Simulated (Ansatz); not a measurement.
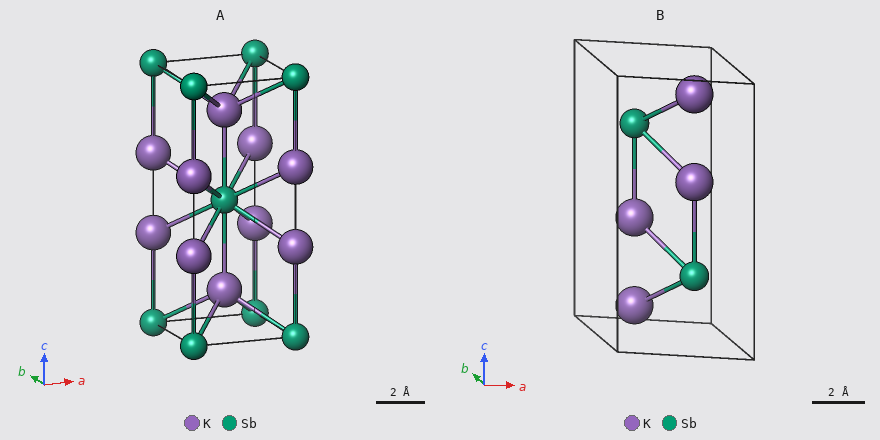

Two structures of K$_{2}$Sb, each relaxed to rest (conventional cells in solid outline, small ones repeated, not to one scale). Method: DFT PBE, scalar-relativistic, plane waves, PAW (Ansatz), without spin polarisation.

Describe A and B.

Answer. A: 6 atoms a cell on a body-centred tetragonal lattice, I4/mmm. B: 6 atoms a cell on a primitive hexagonal lattice, P6_3/mmc.

Which form lies lower?

Answer. A is lower, by 169 meV/atom at this level of theory (energies at zero smearing). Volumes: A 39.4, B 48.5 Å³/atom.

One or both may be structure types tried for this composition rather than known phases.
